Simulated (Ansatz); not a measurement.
A series of calculations on GeSiH7OF

### Relaxation

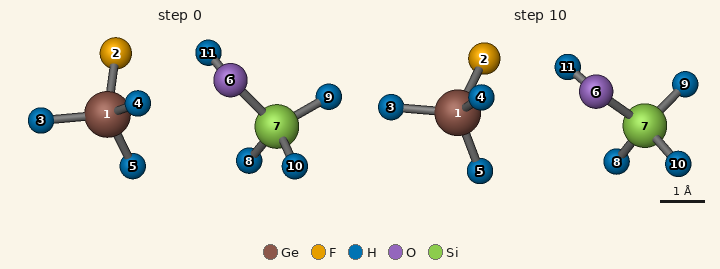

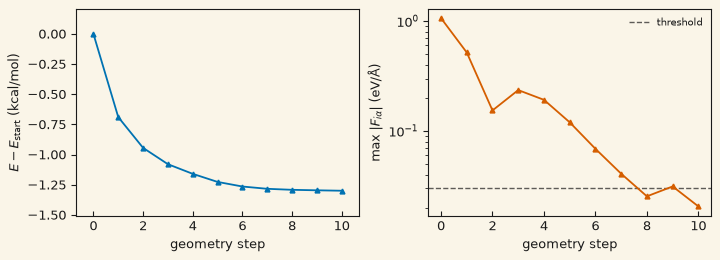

First and last geometry of a relaxation of GeSiH$_{7}$OF, with the history of the run. The picture is a ball-and-stick view, seen at a tilt.

The run prepares an end point of a later path (reaction) calculation, from a guessed geometry.

These are results of Ansatz, RKS BHLYP-D4/def2-mTZVP, not measurements. Settings: no spin polarisation; force threshold 0.03 eV/Å; at most 50 steps.

> Did the run converge, and what did it change?

It converged. The atom that moves furthest after the best rigid fit is H10 (0.60 Å). Largest moves by element: H 0.60 Å, O 0.33 Å, F 0.23 Å, Ge 0.23 Å, Si 0.21 Å. Among the contacts that change: Ge1–F2 1.714 → 1.756 Å, O6–H11 0.975 → 0.958 Å, Si7–H10 1.465 → 1.470 Å. Among the angles between lasting bonds that change: F2–Ge1–H4 108.4° → 106.2°. After 10 geometry steps the energy has fallen by 1.30 kcal/mol. The largest force component goes from 1.1 to 0.021 eV/Å. The run took 24 s on 4 threads of Arm Neoverse V2, on a shared host, peak memory 0.3 GiB.

```
step  E − E(0), kcal/mol  largest force component, eV/Å
   0                0.00                         1.0636
   1               -0.69                         0.5179
   2               -0.94                         0.1537
   3               -1.08                         0.2355
   4               -1.16                         0.1920
   5               -1.23                         0.1198
   6               -1.26                         0.0687
   7               -1.28                         0.0408
   8               -1.29                         0.0254
   9               -1.30                         0.0312
  10               -1.30                         0.0205
```

### Relaxation

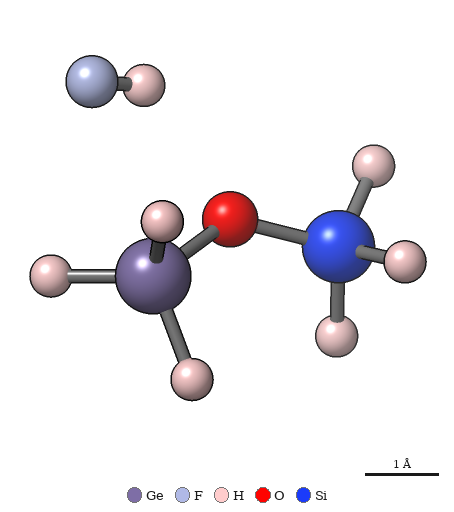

Starting structure of GeSiH₇OF. Style: ball-and-stick. Shown at a tilt.

The run prepares an end point of a later path (reaction) calculation, from a guessed geometry.

Computed with RKS BHLYP-D4/def2-mTZVP (Ansatz 0.2.0).

Input
```yaml
crystal:
  periodic: [false, false, false]
  atoms:
    - { symbol: Ge, position_ang: [-0.272732, -0.134915, -0.440149] }
    - { symbol: F, position_ang: [-0.15574, 0.818699, 2.281624] }
    - { symbol: H, position_ang: [0.933785, -0.714766, 0.279624] }
    - { symbol: H, position_ang: [-0.224206, 1.382798, -0.572546] }
    - { symbol: H, position_ang: [-0.459095, -0.777427, -1.82209] }
    - { symbol: O, position_ang: [-1.727176, -0.56643, 0.490304] }
    - { symbol: Si, position_ang: [-3.203635, -1.087061, 0.017951] }
    - { symbol: H, position_ang: [-3.127345, -2.451126, -0.534542] }
    - { symbol: H, position_ang: [-4.086632, -1.082009, 1.193211] }
    - { symbol: H, position_ang: [-3.760951, -0.201019, -1.02044] }
    - { symbol: H, position_ang: [-0.965374, 0.380457, 2.326353] }
basis:
  gaussian: { orbitals: def2-mTZVP }
hamiltonian:
  xc: { name: BHLYP }
  dispersion: d4
relax:
  f_tol: 0.03
  max_steps: 50
```

Launched with:
```bash
ansatz run input.yaml --threads 4 --pin off --max-ram 5120MiB --backend cpu --events-out ev --progress --plain --runs-dir out
```

> Predict the outcome.

After 9 accepted moves (11 points after the start) the energy has fallen by 4.26 kcal/mol. Largest force component: 0.32 eV/Å at the start, 0.011 eV/Å at the end. The line search rejected the trial steps at points 1, 9 of the run. The atom that moves furthest after the best rigid fit is F2 (0.94 Å). By element the largest moves are F 0.94 Å, H 0.49 Å, O 0.25 Å, Ge 0.22 Å, Si 0.20 Å. Some distances before and after: Ge1–O6 1.780 → 1.796 Å, F2–H11 0.922 → 0.936 Å, O6–Si7 1.635 → 1.649 Å, Ge1–H5 1.535 → 1.528 Å.

Step by step:

| step | E − E(0), kcal/mol | largest force component, eV/Å | note |
| --- | --- | --- | --- |
| 0 | 0.00 | 0.3171 |  |
| 1 | 0.59 | 2.4078 | rejected |
| 2 | -0.86 | 0.7733 |  |
| 3 | -1.72 | 0.7007 |  |
| 4 | -2.85 | 0.5763 |  |
| 5 | -3.29 | 0.3052 |  |
| 6 | -3.76 | 0.2256 |  |
| 7 | -4.11 | 0.2252 |  |
| 8 | -4.23 | 0.1762 |  |
| 9 | -4.13 | 0.6135 | rejected |
| 10 | -4.26 | 0.0493 |  |
| 11 | -4.26 | 0.0107 |  |

Final geometry:

```xyz
11

Ge   -0.1655   -0.1314   -0.6342
F    -0.9226    0.5722    2.7651
H     1.0208   -0.7555    0.0855
H    -0.0118    1.3715   -0.8276
H    -0.4856   -0.8443   -1.9470
O    -1.5836   -0.3710    0.4410
Si   -3.0857   -0.9853    0.1502
H    -2.9763   -2.3667   -0.3481
H    -3.8261   -0.9550    1.4165
H    -3.7769   -0.1729   -0.8654
H    -1.2357    0.2055    1.9632
```

The end point in the same view:

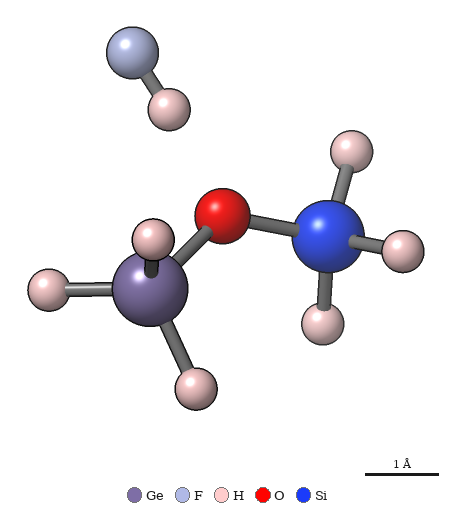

Limits of the set-up: the start holds two separate molecules, 2.2 Å apart at their closest, whose relative position is a soft coordinate.

### Path

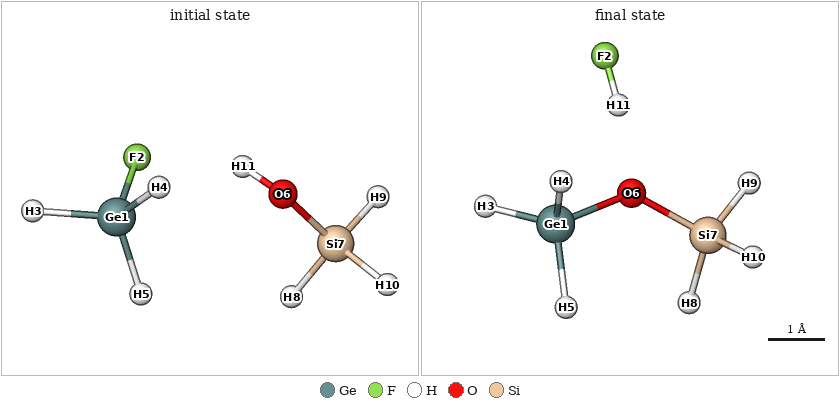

The two relaxed end points of a path for GeSiH7OF. Style: ball-and-stick. Shown at a tilt.

Level of theory: RKS BHLYP-D4/def2-mTZVP (Ansatz).

Settings: 7 movable images; climbing image; force threshold 0.05 eV/Å; iteration limit 60.

Start:
```xyz
11

Ge    0.6577    0.1634   -0.1232
F     0.0168   -0.2163    1.4665
H     2.1705    0.0623    0.0454
H     0.1945    1.5761   -0.4405
H     0.1045   -0.8941   -1.0663
O    -2.5120    0.0842    0.5099
Si   -3.6789   -1.0333    0.2273
H    -3.0998   -2.3676   -0.0240
H    -4.6170   -1.1497    1.3603
H    -4.4065   -0.5828   -0.9674
H    -1.8790   -0.0750    1.2112
```

End:
```xyz
11

Ge   -0.1441   -0.0571   -0.5683
F    -1.0899    0.5838    2.7959
H     1.0377   -0.6267    0.2021
H    -0.0569    1.4530   -0.7472
H    -0.3679   -0.7756   -1.8979
O    -1.5962   -0.3745    0.4394
Si   -3.0508   -1.0604    0.0768
H    -2.8500   -2.4311   -0.4226
H    -3.8490   -1.0759    1.3079
H    -3.7346   -0.2761   -0.9656
H    -1.3474    0.2077    1.9788
```

What barrier does the band find between them, and by what path?

Answer. Forward barrier 27.5 kcal/mol, backward barrier 25.5 kcal/mol, with image 4 at the top; the reaction energy is +2.1 kcal/mol. Breaking: Ge1–F2 (1.76 → 2.11 at the top → 3.55 Å), O6–H11 (0.96 → 1.05 at the top → 1.66 Å). Forming: F2–H11 (1.92 → 1.33 at the top → 0.94 Å), Ge1–O6 (3.23 → 1.96 at the top → 1.80 Å). The band converged in 23 iterations, with a climbing image at the top.

Energies of the converged images:

| image | path (Å) | E (kcal/mol) |
| --- | --- | --- |
| 0 | 0.00 | 0.0 |
| 1 | 0.89 | 0.3 |
| 2 | 1.77 | 3.0 |
| 3 | 2.66 | 15.7 |
| 4 | 3.55 | 27.5 |
| 5 | 4.42 | 4.4 |
| 6 | 5.29 | 2.1 |
| 7 | 6.17 | 2.1 |
| 8 | 7.04 | 2.1 |

The geometry at the top of the path:

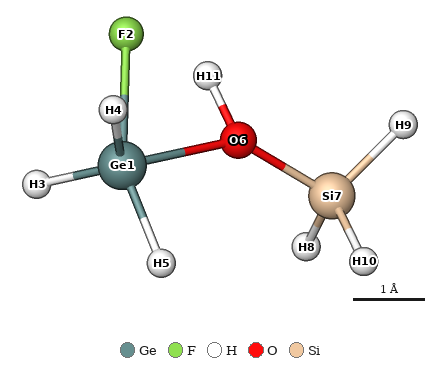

Cost: 4.9 min on 4 threads of Arm Neoverse V2, with other jobs on the host, peak memory 0.31 GiB.
